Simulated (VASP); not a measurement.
Band structure of AlN (wurtzite). All values below come from AM05 GGA, VASP's PBE PAW potentials (set 64) (plane waves; VASP).

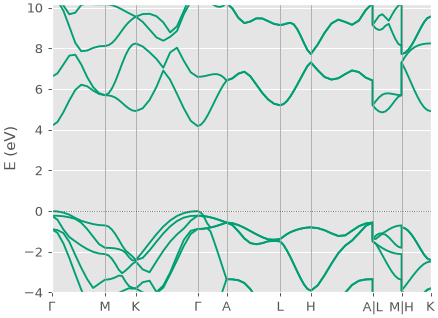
*Bands along high-symmetry lines, zero at the valence-band maximum or, without a gap, the Fermi level*

Problem. Read the plot: is there a gap, and where are the band edges?

Solution. The gap is direct, 4.18 eV, from the valence maximum at Γ to the conduction minimum at Γ. (Edges off the drawn lines would not show.)

Measured: gap 6.51 eV (computed value off by -2.33 eV), as given by Martin Feneberg et al., Physical Review B (2010), doi:10.1103/physrevb.82.075208 [zero-point renormalisation of 0.417 eV (from the measured temperature dependence, row gaps:miglio2020:AlN_wz:gap_zpr, arXiv:2011.12765) added back].

The compound is AlN in the wurtzite structure. It was relaxed first.
